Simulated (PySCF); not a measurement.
SiEtF3 (C₂H₅F₃Si).

Method: PBE0/def2-TZVP; geometry: GFN2-xTB; program: PySCF. No frequency check shows the geometry to be a minimum.

Input script:

```python
import numpy as np
from pyscf import gto, scf, dft
from pyscf.scf import atom_ks, atom_hf
from scipy.linalg import block_diag

def solve(mol, dm0=None, hcore=None):
    mf = (dft.UKS if mol.spin else dft.RKS)(mol, xc='pbe0')
    mf.grids.level = 3
    mf = mf.density_fit(auxbasis='def2-universal-jkfit')
    mf.conv_tol, mf.max_cycle = 1e-8, 80
    if hcore is not None:
        mf.get_hcore = lambda *args: hcore
    mf.kernel(dm0)
    if not mf.converged:
        mf = mf.newton().run(mf.mo_coeff, mf.mo_occ, max_cycle=30)
    assert mf.converged, 'SCF not converged'
    return mf

mol = gto.M(atom='''
Si     0.41869     0.04843     0.00087
C     -1.28856     0.82933     0.00745
C     -2.42901    -0.19466    -0.00232
H     -1.39689     1.48466    -0.85976
H     -1.39774     1.46787     0.88670
H     -3.39083     0.31300     0.00318
H     -2.37674    -0.82091    -0.88915
H     -2.37668    -0.83865     0.87197
F      0.67114    -0.96524    -1.19506
F      0.75707    -0.80032     1.29965
F      1.61431     1.08866    -0.11081
''', basis='def2-tzvp', charge=0, spin=0, verbose=4)
mf = solve(mol)
mf.analyze()
# spherically averaged free atoms, for the promolecule
atm = atom_ks.get_atm_nrks(mol, xc='pbe0')
pro = block_diag(*[(atm[a[0]][2] * atm[a[0]][3]) @ atm[a[0]][2].T for a in mol._atom])
np.savez('result.npz', e=mf.e_tot, c=mf.mo_coeff, occ=mf.mo_occ, eps=mf.mo_energy, pro=pro, dip=mf.dip_moment(verbose=0), s2=mf.spin_square()[0])
```

Command:

```sh
OMP_NUM_THREADS=1 python input.py
```

The run took 43 s on 1 thread of Arm Neoverse V2 (shared host), peak memory 0.84 GiB.

Partitions, critical points and surface values were worked out afterwards from this run's density.

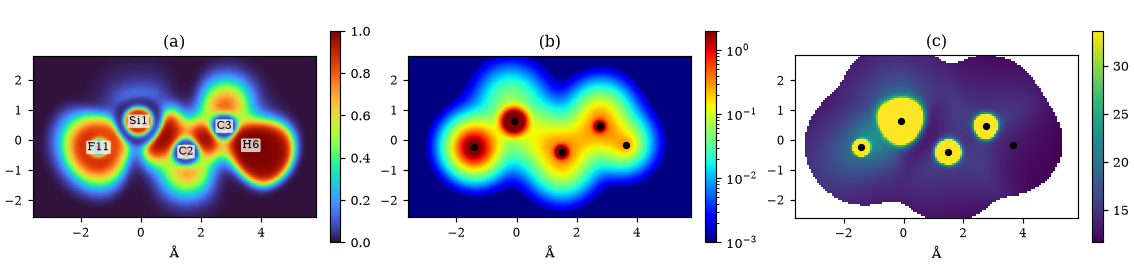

Three fields in the plane of Si1, C2, C3, H6 and F11.

### The panels show, in some order, the average local ionisation energy, electron density and electron localisation function (ELF). Which is which?

(a) is the electron localisation function (ELF): it runs from 0 to 1 and is close to 1 over wide basins that fill the valence regions. (b) is the electron density: it is positive everywhere and peaks at the nuclei. (c) is the average local ionisation energy: it is high near the heavier nuclei and lowest where loosely bound electrons reach out.
